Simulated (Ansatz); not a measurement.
**MgGaB4, from a guessed structure to a relaxed one**

This structure for MgGaB4 is made up. Its elements were placed in a known structure type with a cell scaled to their sizes. What cell does the guess relax to, and how far off was it?

Main program and level: Ansatz 0.2.0; DFT, PBEsol, plane-wave PAW, files of the set soft_1, scalar-relativistic, no spin, cell and ions relaxed at zero pressure; PAW set soft_1, in the first sound run; inputs show where later runs differ.

### 1. Starting point

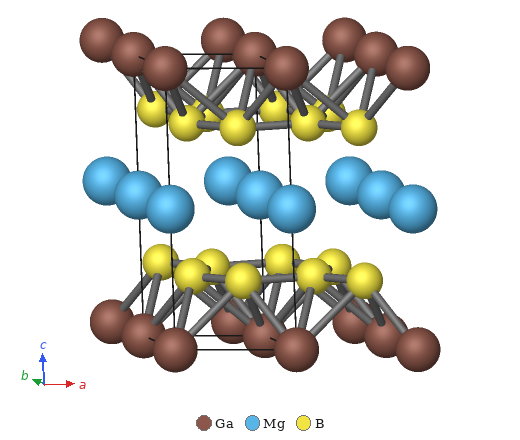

The cell as given, slightly off an axis (gallium brown, magnesium blue, boron yellow). 2×2×1 cells are drawn. Some periodic images of atoms are drawn too.

### 2. Relaxation of the guess

The guess takes its coordinates from another compound and its volume from a rule, so the cell and any free coordinates are relaxed together.

File input.yaml:

```yaml
crystal:
  lattice:
    - [3.016, 0.0, 0.0]
    - [-1.508, 2.611932618, 0.0]
    - [0.0, 0.0, 6.794]
  atoms:
    - { symbol: Ga, position: [0.0, 0.0, 0.0] }
    - { symbol: Mg, position: [0.0, 0.0, 0.5] }
    - { symbol: B, position: [0.666666667, 0.333333333, 0.7719] }
    - { symbol: B, position: [0.333333333, 0.666666667, 0.2281] }
    - { symbol: B, position: [0.333333333, 0.666666667, 0.7719] }
    - { symbol: B, position: [0.666666667, 0.333333333, 0.2281] }
kpoints:
  mp_grid: { grid: [10, 10, 4] }
scf:
  occupations: { method: fermi_dirac, width: 0.05 }
hamiltonian:
  xc: pbesol
  pseudopotentials: { kind: paw, azcp: { folder: soft_1 }, xc_functional: pbe }
relax:
  f_tol: 0.015
  max_steps: 70
  cell: {}
output:
  forces: true
  stress: true
```

On the command line:

```console
$ ansatz run input.yaml --threads 4 --pin off --max-ram 10240MiB --backend cpu --events-out ev --progress --plain --runs-dir out
```

Numbers of over 12 decimals in the logs are rounded to 6 here.

Log:

```text
Engine: ansatz 0.2.0, aarch64-unknown-linux-gnu
Pseudopotentials: kind: paw
Pseudopotential: Ga, paw, valence charge 13, recommended cutoff 420 eV (normal), soft_1/Ga.paw.azcp
Pseudopotential: Mg, paw, valence charge 10, recommended cutoff 420 eV (normal), soft_1/Mg.paw.azcp
Pseudopotential: B, paw, valence charge 3, recommended cutoff 420 eV (normal), soft_1/B.paw.azcp
Functional definition: PBEsol
  exchange = pbesol_x
  correlation = pbesol_c
Crystal: 6 atoms, lattice volume = 53.520 Å³
Basis set: ecut = 420 eV, 1043 PW (Γ), exchange–correlation on 48×48×96 points (8 copies of the dense FFT grid, shifted against one another)
Bands: 24, of which v1, the nominal top of the filled ones, is band 18 counted from 1 (17 counted from 0)
Symmetry: 24 space group operations
Space group: P6/mmm (ITA 191), of the structure as read, at distance tolerance 3.8e-5 Å
k-points: 42 of 400
Non-local potential: Ga, projectors of the file, l = 0: 2, l = 1: 2, l = 2: 3, l = 3: 1
Non-local potential: Mg, projectors of the file, l = 0: 3, l = 1: 2, l = 2: 1
Non-local potential: B, projectors of the file, l = 0: 2, l = 1: 2, l = 2: 1
PAW form: soft (Blöchl's): semilocal exchange-correlation on the pseudo side does not see the compensation charge
PAW frozen core: Ga, regenerated for the run's functional, and the local potential with it (the file was generated under x = pbe(κ = 0.804, μ = 0.219515), c = pbe(β = 0.066725))
PAW frozen core: Mg, regenerated for the run's functional, and the local potential with it (the file was generated under x = pbe(κ = 0.804, μ = 0.219515), c = pbe(β = 0.066725))
PAW frozen core: B, regenerated for the run's functional, and the local potential with it (the file was generated under x = pbe(κ = 0.804, μ = 0.219515), c = pbe(β = 0.066725))
PAW one-centre angular grid: Ga, 590 points (default); XC on 64 Gauss nodes
PAW one-centre angular grid: Mg, 110 points (default); XC on 64 Gauss nodes
PAW one-centre angular grid: B, 110 points (default); XC on 64 Gauss nodes
Initial density: superposition of atomic densities (chi_scale 0.1, normalization cell, long waves kept (reshape's long-wave potential 0.34 eV rms))
Initial wavefunctions: pseudopotential atomic-orbital guess
Functional: x = pbesol(κ = 0.804, μ = 0.123457), c = pbesol(β = 0.046)
SCF iter   1: F=—  HF=-6268.150899 eV  |F-HF|=—  |Δ(HF+E_count)|=         —  Δρ=9.14e-2  dr2=8.55e0  ethr=3.10e-3  ⟨swp⟩=6.3  Hψ=4714  notcnv=0  defer=1
preconditioner: auto → Kerker (q_TF=auto, 2.542 Å⁻¹)  [metal: Δε(μ)=0.120 eV  Ē_g=13.181 eV  σ=0.050 eV  W_gap=0.45  n_scr=10 (ndim 8)  ℏωp=26.4 eV  f_vac=0.000  D(μ)=0.60/eV (n_scr^D=2)]
SCF iter   2: F=—  HF=-6266.252472 eV  |F-HF|=—  |Δ(HF+E_count)|=    1.90e0  Δρ=5.62e-2  dr2=2.98e0  ethr=3.10e-3  ⟨swp⟩=2.7  Hψ=2155  notcnv=0  defer=60
SCF iter   3: F=—  HF=-6265.457098 eV  |F-HF|=—  |Δ(HF+E_count)|=   7.95e-1  Δρ=2.33e-2  dr2=2.89e-1  ethr=3.10e-3  ⟨swp⟩=2.8  Hψ=1860  notcnv=0  defer=60
SCF iter   4: F=—  HF=-6265.215246 eV  |F-HF|=—  |Δ(HF+E_count)|=   2.42e-1  Δρ=5.63e-3  dr2=1.20e-2  ethr=8.27e-4  ⟨swp⟩=3.0  Hψ=2146  notcnv=0  defer=56
SCF iter   5: F=—  HF=-6265.214385 eV  |F-HF|=—  |Δ(HF+E_count)|=   8.62e-4  Δρ=2.04e-3  dr2=3.55e-3  ethr=3.42e-5  ⟨swp⟩=2.0  Hψ=1527  notcnv=0  defer=56
SCF iter   6: F=—  HF=-6265.213276 eV  |F-HF|=—  |Δ(HF+E_count)|=   1.11e-3  Δρ=4.26e-4  dr2=1.51e-4  ethr=1.01e-5  ⟨swp⟩=2.0  Hψ=1275  notcnv=0  defer=56
SCF iter   7: F=—  HF=-6265.213248 eV  |F-HF|=—  |Δ(HF+E_count)|=   2.80e-5  Δρ=1.14e-4  dr2=1.32e-5  ethr=4.33e-7  ⟨swp⟩=2.0  Hψ=1477  notcnv=0  defer=56
SCF iter   8: F=—  HF=-6265.213228 eV  |F-HF|=—  |Δ(HF+E_count)|=   1.97e-5  Δρ=3.56e-5  dr2=1.38e-6  ethr=3.78e-8  ⟨swp⟩=2.1  Hψ=1653  notcnv=0  defer=56
SCF iter   9: F=—  HF=-6265.213228 eV  |F-HF|=—  |Δ(HF+E_count)|=   5.07e-7  Δρ=1.17e-5  dr2=1.34e-7  ethr=3.94e-9  ⟨swp⟩=2.0  Hψ=1670  notcnv=0  defer=56
SCF iter  10: F=-6265.213228 eV  HF=-6265.213228 eV  |F-HF|=1.12e-8  |Δ(HF+E_count)|=   1.02e-8  Δρ=3.04e-6  dr2=1.28e-8  ethr=2.86e-10  ⟨swp⟩=4.0  Hψ=3007  notcnv=0
SCF 1 converged in 10 iterations: F = -6265.213228 eV  dr2 = 1.28e-8
  greatest PAW one-centre occupation: 1.000 electrons in one spin orbital (limit 2), on the Mg atom at site 1 (counted from 0), in its partial waves of l = 0
relax step   1: F+E_penalty+E_count = -6265.21322774 eV  Δ(F+E_penalty+E_count) = +0.000e0 eV  max|allowed force component| = 7.379e-1 eV/Å  Δτ_max = 0.0000 Å  P = +8.476 GPa  Ω = 53.520 Å³  (10 SCF iters, dr2 threshold 1.00e-7 eV, accepted)
Crystal: 6 atoms, lattice volume = 54.221 Å³
Basis set: ecut = 420 eV, 1055 PW (Γ), exchange–correlation on 48×48×96 points (8 copies of the dense FFT grid, shifted against one another)
Initial density: handed on by an earlier stage of this run
Initial wavefunctions: those handed on with the density
iter 1 solved again at ethr=6.65e-4 eV; its pass at ethr=3.10e-3 eV (dr2=2.33e-1 eV) is discarded
SCF iter   1: F=—  HF=-6265.431900 eV  |F-HF|=—  |Δ(HF+E_count)|=         —  Δρ=1.30e-2  dr2=2.36e-1  ethr=6.65e-4  ⟨swp⟩=1.1  Hψ=5706  notcnv=0
preconditioner: auto → Kerker (q_TF=auto, 2.536 Å⁻¹)  [metal: Δε(μ)=0.015 eV  Ē_g=14.257 eV  σ=0.050 eV  W_gap=0.07  n_scr=10 (ndim 8)  ℏωp=26.2 eV  f_vac=0.000  D(μ)=1.47/eV (n_scr^D=4)]
SCF iter   2: F=—  HF=-6265.399694 eV  |F-HF|=—  |Δ(HF+E_count)|=   3.22e-2  Δρ=7.70e-3  dr2=1.02e-1  ethr=6.65e-4  ⟨swp⟩=1.7  Hψ=1064  notcnv=0
SCF iter   3: F=—  HF=-6265.377667 eV  |F-HF|=—  |Δ(HF+E_count)|=   2.20e-2  Δρ=1.02e-3  dr2=1.53e-3  ethr=2.90e-4  ⟨swp⟩=2.1  Hψ=1423  notcnv=0
SCF iter   4: F=—  HF=-6265.377434 eV  |F-HF|=—  |Δ(HF+E_count)|=   2.33e-4  Δρ=4.39e-4  dr2=1.97e-4  ethr=4.36e-6  ⟨swp⟩=2.0  Hψ=1412  notcnv=0
SCF iter   5: F=—  HF=-6265.377315 eV  |F-HF|=—  |Δ(HF+E_count)|=   1.18e-4  Δρ=2.06e-4  dr2=2.16e-5  ethr=5.63e-7  ⟨swp⟩=2.0  Hψ=1563  notcnv=0
SCF iter   6: F=—  HF=-6265.377309 eV  |F-HF|=—  |Δ(HF+E_count)|=   6.06e-6  Δρ=7.81e-5  dr2=2.91e-6  ethr=6.17e-8  ⟨swp⟩=2.1  Hψ=1454  notcnv=0
SCF iter   7: F=-6265.377309 eV  HF=-6265.377309 eV  |F-HF|=4.71e-8  |Δ(HF+E_count)|=   4.54e-7  Δρ=1.43e-5  dr2=9.95e-8  ethr=1.71e-9  ⟨swp⟩=4.6  Hψ=3312  notcnv=0
SCF 2 converged in 7 iterations: F = -6265.377309 eV  dr2 = 9.95e-8
relax step   2: F+E_penalty+E_count = -6265.37730878 eV  Δ(F+E_penalty+E_count) = -1.641e-1 eV  max|allowed force component| = 2.672e-1 eV/Å  Δτ_max = 0.0663 Å  P = +4.151 GPa  Ω = 54.221 Å³  energy of the carried Pulay correction = -6.315e-4 eV  (7 SCF iters, dr2 threshold 6.00e-7 eV, accepted)
Crystal: 6 atoms, lattice volume = 55.383 Å³
Basis set: ecut = 420 eV, 1079 PW (Γ), exchange–correlation on 48×48×96 points (8 copies of the dense FFT grid, shifted against one another)
iter 1 solved again at ethr=1.44e-4 eV; its pass at ethr=3.10e-3 eV (dr2=5.04e-2 eV) is discarded
SCF iter   1: F=—  HF=-6265.424381 eV  |F-HF|=—  |Δ(HF+E_count)|=         —  Δρ=7.21e-3  dr2=5.05e-2  ethr=1.44e-4  ⟨swp⟩=1.2  Hψ=5418  notcnv=0
preconditioner: auto → Kerker (q_TF=auto, 2.527 Å⁻¹)  [metal: Δε(μ)=0.021 eV  Ē_g=14.124 eV  σ=0.050 eV  W_gap=0.11  n_scr=10 (ndim 8)  ℏωp=25.9 eV  f_vac=0.000  D(μ)=1.51/eV (n_scr^D=4)]
SCF iter   2: F=—  HF=-6265.415951 eV  |F-HF|=—  |Δ(HF+E_count)|=   8.43e-3  Δρ=4.19e-3  dr2=2.05e-2  ethr=1.44e-4  ⟨swp⟩=1.4  Hψ=1025  notcnv=0
SCF iter   3: F=—  HF=-6265.411209 eV  |F-HF|=—  |Δ(HF+E_count)|=   4.74e-3  Δρ=7.42e-4  dr2=4.24e-4  ethr=5.85e-5  ⟨swp⟩=2.2  Hψ=1536  notcnv=0
SCF iter   4: F=—  HF=-6265.410906 eV  |F-HF|=—  |Δ(HF+E_count)|=   3.03e-4  Δρ=4.13e-4  dr2=2.92e-4  ethr=1.21e-6  ⟨swp⟩=2.2  Hψ=1506  notcnv=0
SCF iter   5: F=—  HF=-6265.410847 eV  |F-HF|=—  |Δ(HF+E_count)|=   5.93e-5  Δρ=1.29e-4  dr2=3.32e-5  ethr=8.33e-7  ⟨swp⟩=1.3  Hψ=1029  notcnv=0
SCF iter   6: F=—  HF=-6265.410839 eV  |F-HF|=—  |Δ(HF+E_count)|=   8.11e-6  Δρ=2.80e-5  dr2=8.37e-7  ethr=9.48e-8  ⟨swp⟩=2.4  Hψ=1329  notcnv=0
SCF iter   7: F=-6265.410838 eV  HF=-6265.410838 eV  |F-HF|=4.96e-8  |Δ(HF+E_count)|=   1.98e-7  Δρ=8.51e-6  dr2=4.31e-8  ethr=1.71e-9  ⟨swp⟩=4.3  Hψ=3347  notcnv=0
SCF 3 converged in 7 iterations: F = -6265.410838 eV  dr2 = 4.31e-8
relax step   3: F+E_penalty+E_count = -6265.41083831 eV  Δ(F+E_penalty+E_count) = -3.353e-2 eV  max|allowed force component| = 8.843e-3 eV/Å  Δτ_max = 0.0366 Å  P = +0.669 GPa  Ω = 55.383 Å³  energy of the carried Pulay correction = -1.660e-3 eV  (7 SCF iters, dr2 threshold 6.00e-7 eV, accepted)
Crystal: 6 atoms, lattice volume = 55.498 Å³
Basis set: ecut = 420 eV, 1103 PW (Γ), exchange–correlation on 48×48×96 points (8 copies of the dense FFT grid, shifted against one another)
iter 1 solved again at ethr=4.79e-6 eV; its pass at ethr=3.10e-3 eV (dr2=1.68e-3 eV) is discarded
SCF iter   1: F=—  HF=-6265.413217 eV  |F-HF|=—  |Δ(HF+E_count)|=         —  Δρ=1.22e-3  dr2=1.73e-3  ethr=4.79e-6  ⟨swp⟩=2.1  Hψ=5064  notcnv=0
preconditioner: auto → Kerker (q_TF=auto, 2.527 Å⁻¹)  [metal: Δε(μ)=0.064 eV  Ē_g=14.086 eV  σ=0.050 eV  W_gap=0.28  n_scr=10 (ndim 8)  ℏωp=25.9 eV  f_vac=0.000  D(μ)=1.46/eV (n_scr^D=4)]
SCF iter   2: F=—  HF=-6265.412918 eV  |F-HF|=—  |Δ(HF+E_count)|=   2.99e-4  Δρ=6.99e-4  dr2=7.14e-4  ethr=4.79e-6  ⟨swp⟩=1.0  Hψ=1008  notcnv=0
SCF iter   3: F=—  HF=-6265.412735 eV  |F-HF|=—  |Δ(HF+E_count)|=   1.82e-4  Δρ=1.20e-4  dr2=2.36e-5  ethr=2.04e-6  ⟨swp⟩=2.0  Hψ=1214  notcnv=0
SCF iter   4: F=—  HF=-6265.412727 eV  |F-HF|=—  |Δ(HF+E_count)|=   8.07e-6  Δρ=9.55e-5  dr2=1.08e-5  ethr=6.75e-8  ⟨swp⟩=2.2  Hψ=1386  notcnv=0
SCF iter   5: F=-6265.412722 eV  HF=-6265.412723 eV  |F-HF|=2.11e-7  |Δ(HF+E_count)|=   4.45e-6  Δρ=2.34e-5  dr2=3.60e-7  ethr=1.71e-9  ⟨swp⟩=3.4  Hψ=4196  notcnv=0
SCF 4 converged in 5 iterations: F = -6265.412722 eV  dr2 = 3.60e-7
relax step   4: F+E_penalty+E_count = -6265.41272244 eV  Δ(F+E_penalty+E_count) = -1.884e-3 eV  max|allowed force component| = 4.911e-3 eV/Å  Δτ_max = 0.0035 Å  P = -0.030 GPa  Ω = 55.498 Å³  energy of the carried Pulay correction = -1.760e-3 eV  (5 SCF iters, dr2 threshold 6.00e-7 eV, accepted)
Crystal: 6 atoms, lattice volume = 55.502 Å³
iter 1 solved again at ethr=2.23e-7 eV; its pass at ethr=3.10e-3 eV (dr2=7.80e-5 eV) is discarded
SCF iter   1: F=—  HF=-6265.412826 eV  |F-HF|=—  |Δ(HF+E_count)|=         —  Δρ=2.22e-4  dr2=7.91e-5  ethr=2.23e-7  ⟨swp⟩=2.4  Hψ=4901  notcnv=0
preconditioner: auto → Kerker (q_TF=auto, 2.526 Å⁻¹)  [metal: Δε(μ)=0.021 eV  Ē_g=14.090 eV  σ=0.050 eV  W_gap=0.10  n_scr=10 (ndim 8)  ℏωp=25.9 eV  f_vac=0.000  D(μ)=1.47/eV (n_scr^D=4)]
SCF iter   2: F=—  HF=-6265.412813 eV  |F-HF|=—  |Δ(HF+E_count)|=   1.39e-5  Δρ=1.31e-4  dr2=3.44e-5  ethr=2.23e-7  ⟨swp⟩=1.0  Hψ=1008  notcnv=0
SCF iter   3: F=—  HF=-6265.412805 eV  |F-HF|=—  |Δ(HF+E_count)|=   7.31e-6  Δρ=2.05e-5  dr2=6.32e-7  ethr=9.82e-8  ⟨swp⟩=2.0  Hψ=1132  notcnv=0
SCF iter   4: F=-6265.412805 eV  HF=-6265.412805 eV  |F-HF|=2.63e-8  |Δ(HF+E_count)|=   1.40e-7  Δρ=5.47e-6  dr2=2.90e-8  ethr=6.19e-10  ⟨swp⟩=4.5  Hψ=3306  notcnv=0
SCF 5 converged in 4 iterations: F = -6265.412805 eV  dr2 = 2.90e-8
relax step   5: F+E_penalty+E_count = -6265.41280510 eV  Δ(F+E_penalty+E_count) = -8.266e-5 eV  max|allowed force component| = 1.001e-3 eV/Å  Δτ_max = 0.0009 Å  P = +0.016 GPa  Ω = 55.502 Å³  energy of the carried Pulay correction = -1.764e-3 eV  (4 SCF iters, dr2 threshold 2.17e-7 eV, accepted)
Initial wavefunctions: pseudopotential atomic-orbital guess (no wavefunctions were taken with the density)
iter 1 solved again at ethr=7.02e-7 eV; its pass at ethr=3.10e-3 eV (dr2=2.46e-4 eV) is discarded
SCF iter   1: F=—  HF=-6265.414895 eV  |F-HF|=—  |Δ(HF+E_count)|=         —  Δρ=4.05e-4  dr2=2.44e-6  ethr=7.02e-7  ⟨swp⟩=2.6  Hψ=6901  notcnv=0
preconditioner: auto → Kerker (q_TF=auto, 2.526 Å⁻¹)  [metal: Δε(μ)=0.019 eV  Ē_g=14.089 eV  σ=0.050 eV  W_gap=0.09  n_scr=10 (ndim 8)  ℏωp=25.9 eV  f_vac=0.000  D(μ)=1.47/eV (n_scr^D=4)]
SCF iter   2: F=—  HF=-6265.414929 eV  |F-HF|=—  |Δ(HF+E_count)|=   3.33e-5  Δρ=2.09e-4  dr2=1.02e-6  ethr=6.98e-9  ⟨swp⟩=2.0  Hψ=1413  notcnv=0
SCF iter   3: F=—  HF=-6265.414940 eV  |F-HF|=—  |Δ(HF+E_count)|=   1.16e-5  Δρ=4.16e-5  dr2=3.14e-8  ethr=2.92e-9  ⟨swp⟩=2.0  Hψ=1218  notcnv=0
SCF iter   4: F=—  HF=-6265.414940 eV  |F-HF|=—  |Δ(HF+E_count)|=   3.80e-7  Δρ=7.50e-6  dr2=7.87e-9  ethr=8.98e-11  ⟨swp⟩=2.0  Hψ=1568  notcnv=0
SCF iter   5: F=—  HF=-6265.414941 eV  |F-HF|=—  |Δ(HF+E_count)|=   1.63e-8  Δρ=1.05e-6  dr2=1.24e-9  ethr=2.25e-11  ⟨swp⟩=2.1  Hψ=1451  notcnv=0
SCF iter   6: F=-6265.414941 eV  HF=-6265.414941 eV  |F-HF|=5.73e-11  |Δ(HF+E_count)|=  6.28e-11  Δρ=1.71e-7  dr2=5.86e-11  ethr=1.00e-12  ⟨swp⟩=3.2  Hψ=4174  notcnv=0
SCF 6 converged in 6 iterations: F = -6265.414941 eV  dr2 = 5.86e-11
relax step   6: F+E_penalty+E_count = -6265.41494051 eV  Δ(F+E_penalty+E_count) = -2.135e-3 eV  max|allowed force component| = 8.430e-4 eV/Å  Δτ_max = 0.0000 Å  P = +0.066 GPa  Ω = 55.502 Å³  stress off target by 7.88e-2 GPa  SCF on the basis re-selected at this cell (its energy is not comparable with the rows above)  (6 SCF iters)
basis re-selected at this cell: Δ(F+E_penalty+E_count) = -2.135e-3 eV, ΔP = +0.050 GPa vs the last step (what re-selecting the basis moved, of the pressure what is left beyond the Pulay correction that the steps carried, after the strain that the cell walked since its last selection, with what the two solves' SCF thresholds leave and, on support functions, any second-order correction that the steps lacked; it is no m [...]
Crystal: 6 atoms, lattice volume = 55.524 Å³
iter 1 solved again at ethr=2.70e-8 eV; its pass at ethr=3.10e-3 eV (dr2=9.44e-6 eV) is discarded
SCF iter   1: F=—  HF=-6265.414932 eV  |F-HF|=—  |Δ(HF+E_count)|=         —  Δρ=7.63e-5  dr2=9.52e-6  ethr=2.70e-8  ⟨swp⟩=1.1  Hψ=4374  notcnv=0
preconditioner: auto → Kerker (q_TF=auto, 2.526 Å⁻¹)  [metal: Δε(μ)=0.019 eV  Ē_g=14.088 eV  σ=0.050 eV  W_gap=0.09  n_scr=10 (ndim 8)  ℏωp=25.9 eV  f_vac=0.000  D(μ)=1.47/eV (n_scr^D=4)]
SCF iter   2: F=—  HF=-6265.414927 eV  |F-HF|=—  |Δ(HF+E_count)|=   4.89e-6  Δρ=4.21e-5  dr2=3.28e-6  ethr=2.70e-8  ⟨swp⟩=1.0  Hψ=1008  notcnv=0
SCF iter   3: F=—  HF=-6265.414926 eV  |F-HF|=—  |Δ(HF+E_count)|=   7.52e-7  Δρ=1.19e-5  dr2=1.10e-7  ethr=9.37e-9  ⟨swp⟩=2.2  Hψ=1306  notcnv=0
SCF iter   4: F=—  HF=-6265.414926 eV  |F-HF|=—  |Δ(HF+E_count)|=   4.10e-8  Δρ=3.96e-6  dr2=1.76e-8  ethr=4.44e-11  ⟨swp⟩=4.6  Hψ=3304  notcnv=0
SCF iter   5: F=-6265.414926 eV  HF=-6265.414926 eV  |F-HF|=2.21e-9  |Δ(HF+E_count)|=   4.57e-9  Δρ=9.55e-7  dr2=2.27e-9  ethr=4.44e-11  ⟨swp⟩=4.0  Hψ=3019  notcnv=0
SCF 7 converged in 5 iterations: F = -6265.414926 eV  dr2 = 2.27e-9
relax step   7: F+E_penalty+E_count = -6265.41492608 eV  Δ(F+E_penalty+E_count) = +1.443e-5 eV  max|allowed force component| = 3.179e-5 eV/Å  Δτ_max = 0.0001 Å  P = +0.000 GPa  Ω = 55.524 Å³  energy of the carried Pulay correction = -1.923e-5 eV  (5 SCF iters, dr2 threshold 1.55e-8 eV, accepted)
iter 1 solved again at ethr=5.37e-7 eV; its pass at ethr=3.10e-3 eV (dr2=1.88e-4 eV) is discarded
SCF iter   1: F=—  HF=-6265.414947 eV  |F-HF|=—  |Δ(HF+E_count)|=         —  Δρ=1.77e-6  dr2=4.49e-9  ethr=5.37e-7  ⟨swp⟩=2.6  Hψ=6916  notcnv=0
eigensolver tolerance schedule: the retry pair's looser diagonalisation over-reported the residual by 41803.78 of it (diagonalisation noise at an unbounded share of the residual, at the tolerance the schedule requests for it); recorded, not acted on — ethr = c·dr2/N_el stays at c = 1.0e-1
preconditioner: auto → Kerker (q_TF=auto, 2.526 Å⁻¹)  [metal: Δε(μ)=0.019 eV  Ē_g=14.087 eV  σ=0.050 eV  W_gap=0.10  n_scr=10 (ndim 8)  ℏωp=25.9 eV  f_vac=0.000  D(μ)=1.47/eV (n_scr^D=4)]
SCF iter   2: F=—  HF=-6265.414943 eV  |F-HF|=—  |Δ(HF+E_count)|=   3.76e-6  Δρ=8.89e-7  dr2=9.27e-10  ethr=1.28e-11  ⟨swp⟩=3.8  Hψ=2569  notcnv=0
SCF iter   3: F=—  HF=-6265.414943 eV  |F-HF|=—  |Δ(HF+E_count)|=  1.09e-10  Δρ=3.45e-7  dr2=2.70e-10  ethr=2.65e-12  ⟨swp⟩=2.0  Hψ=1214  notcnv=0
SCF iter   4: F=—  HF=-6265.414943 eV  |F-HF|=—  |Δ(HF+E_count)|=  4.55e-11  Δρ=1.85e-7  dr2=6.50e-11  ethr=1.00e-12  ⟨swp⟩=1.1  Hψ=1025  notcnv=0
SCF iter   5: F=-6265.414943 eV  HF=-6265.414943 eV  |F-HF|=1.27e-11  |Δ(HF+E_count)|=  1.09e-11  Δρ=1.48e-7  dr2=1.29e-11  ethr=1.00e-12  ⟨swp⟩=4.0  Hψ=3069  notcnv=0
SCF 8 converged in 5 iterations: F = -6265.414943 eV  dr2 = 1.29e-11
relax step   8: F+E_penalty+E_count = -6265.41494312 eV  Δ(F+E_penalty+E_count) = -1.704e-5 eV  max|allowed force component| = 5.648e-5 eV/Å  Δτ_max = 0.0000 Å  P = +0.000 GPa  Ω = 55.524 Å³  stress off target by 5.10e-4 GPa  SCF on the basis re-selected at this cell (its energy is not comparable with the rows above)  (5 SCF iters)
basis re-selected at this cell: Δ(F+E_penalty+E_count) = -1.704e-5 eV, ΔP = +0.000 GPa vs the last step (what re-selecting the basis moved, of the pressure what is left beyond the Pulay correction that the steps carried, after the strain that the cell walked since its last selection, with what the two solves' SCF thresholds leave and, on support functions, any second-order correction that the steps lacked; it is no m [...]
SCF converged after 5 iterations
Free energy (F): -6265.414943 eV
Harris-Foulkes:  -6265.414943 eV  (|F-HF|=1.27e-11)
Internal energy: -6265.402932 eV  (E = F + TS)
E sigma→0 (E₀):  -6265.408938 eV
Entropy (-TS):   -0.012011 eV (-2.002 meV/atom)
Fermi energy:    11.083080 eV
--- Per-component energies (eV) ---
  E_band       = -261.893610
  E_kinetic    = 381.527783
  E_local      = -2902.962105  (includes V_loc(G=0)·N_el)
  E_nonlocal   = 136.408018
  E_hartree    = 1415.865228
  E_xc         = -221.372717
  E_vxc        = -246.699710  (∫ρ·V_xc dr)
  E_paw        = -2543.407151  (= ΣΔE_a)
  E_vpaw       = -461.897731  (= ΣTr[D̂ρ^β])
  E_aug_tail   = -0.000410  (compensation charges beyond the density's cutoff)
  E_ewald      = -2532.442263
  E_core_change = 0.980685  (= ΣΔE_core)
  E_smearing   = -0.012011  (= −TS)
  E_closure    = -0.000000  (closes the sum)
  Σ components = -6265.414943   (vs F -6265.414943, Δ=0.00e0)
--- Forces (eV/Å), atoms counted from 1 ---
  atom   1  Ga    -0.00000000     0.00000000     0.00000000
  atom   2  Mg     0.00000000     0.00000000     0.00000000
  atom   3  B     -0.00000000    -0.00000000    -0.00005648
  atom   4  B      0.00000000     0.00000000     0.00005648
  atom   5  B     -0.00000000     0.00000000    -0.00005648
  atom   6  B     -0.00000000    -0.00000000     0.00005648
  max |Σ_I F_I| component: 4.16e-17 eV/Å
--- Stress (GPa, compression-positive) ---
       -0.000006       0.000000       0.000000
        0.000000      -0.000006       0.000000
        0.000000       0.000000       0.000510
  P = ⅓ Tr σ = 0.0002 GPa (0.002 kbar)
--- Relaxed structure (6 steps of the walk, 6 accepted, 2 SCFs on fresh bases) ---
  F+E_penalty+E_count = -6265.41494312 eV   max|allowed force component| = 5.648e-5 eV/Å   (the final SCF, on the basis selected at the relaxed cell)
  cell:  # Å, volume = 55.5237 Å³
    - [3.063687, 0, 0.0]
    - [-1.531843, 2.653230, 0.0]
    - [0.0, 0.0, 6.830608]
  atoms:
    - { symbol: Ga, position: [0, 0, 0.0] }
    - { symbol: Mg, position: [0, 0, 0.5] }
    - { symbol: B, position: [0.666667, 0.333333, 0.756382] }
    - { symbol: B, position: [0.333333, 0.666667, 0.243618] }
    - { symbol: B, position: [0.333333, 0.666667, 0.756382] }
    - { symbol: B, position: [0.666667, 0.333333, 0.243618] }
```

Run time: 7.8 s. Hardware: 4 threads of Arm Neoverse V1, shared host; peak memory 0.39 GiB.

[end of part 1 of 2]

[Logs are printed without paths, hosts, clocks, repeated set-up lines and the standing remarks that a program may print on its own settings, such as how far it seeks lower states.]

[Hosts, paths, dates, database ids (printed as entryN), source tags and the programs' standing remarks are cut or masked in the printed files.]
